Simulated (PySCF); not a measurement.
Consider CH₂O···CH₅N (SMILES C=O.CN).

Input file:

```
{"job": {"kind": "inter", "xc": "wB97M-D3(BJ)", "basis": "def2-TZVPD", "pairs": false}, "charge": 0, "multiplicity": 1, "parts": [{"atoms": "0-3", "charge": 0, "multiplicity": 1}, {"atoms": "4-10", "charge": 0, "multiplicity": 1}]}
C     -0.257162     0.270808    -0.411354
O      0.304676     0.397182     0.644847
H     -0.233701    -0.696491    -0.964798
H     -0.817669     1.117041    -0.870555
C     -0.000469     4.485983     0.260440
N     -0.801208     3.295313     0.467620
H      0.909611     4.221985    -0.296491
H     -0.554989     5.207095    -0.357188
H      0.314193     5.005945     1.185610
H     -1.640275     3.499867     1.000243
H     -0.287213     2.579259     0.975696
```

Command:

```sh
OMP_NUM_THREADS=1 python cluster_run.py task.json out
```

Geometry: PBE0-D3(BJ)/def2-SVPD.

Level of theory: PySCF, wB97M-D3(BJ)/def2-TZVPD, SCF density, gas phase.

> Predict the electron density and electron localisation function between the atoms.

O2···H11 (2.29 Å): the density falls to about 0.09 e/Å³ on the way; the ELF dips to about 0.05 between them: by its geometry a hydrogen bond between the two molecules, with no shared pair.
C–O (1.20 Å): the density is about 3.4 e/Å³ at the midpoint; the ELF peaks at about 0.90 between the atoms: a short, multiple covalent bond.
N–H (1.02 Å): ρ at the midpoint is about 2.9 e/Å³; the ELF climbs to about 1 towards the hydrogen, as it does in any bond to H (an ordinary covalent bond to hydrogen).
C–H (1.11 Å): ρ at the midpoint is about 2 e/Å³; the ELF climbs to about 1 towards the hydrogen; an ordinary covalent bond to hydrogen.

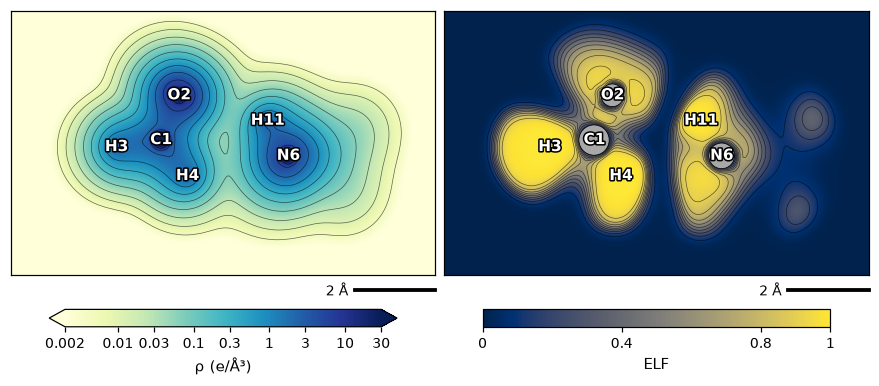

Computed electron density and electron localisation function on the plane of atoms H3, C1 and H4, in this order. Grey discs cover the atomic cores in the ELF map. 
